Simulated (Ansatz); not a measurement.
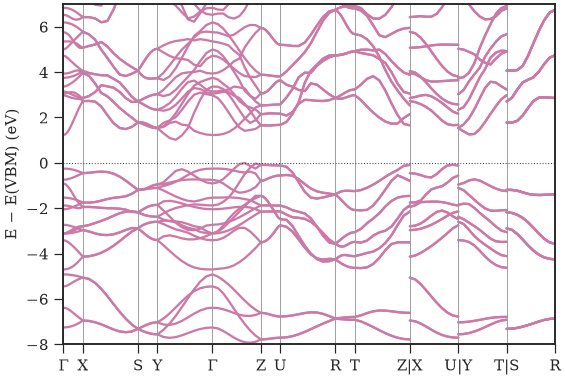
Figure. Band structure from the program Ansatz at the r²SCAN level (PAW)

Task: Read off the gap and where the band edges lie.

Result: About 1.0 eV (1.01 eV by a search for the band edges); maximum on the Γ–Z line, 64 % of the way from Γ, minimum on the Y–Γ line, 32 % of the way from Y.

The material is SnSe in space group Pnma (No. 62; Sn on 4c, Se on 4c).

Symmetry was held in the r²SCAN relaxation. A crystal of weakly bound layers computed without a dispersion correction: the cell and the soft elastic constants depend strongly on that. Spin–orbit coupling is left out wherever it is not named.

Potentials: the earlier of the program's two PAW sets.
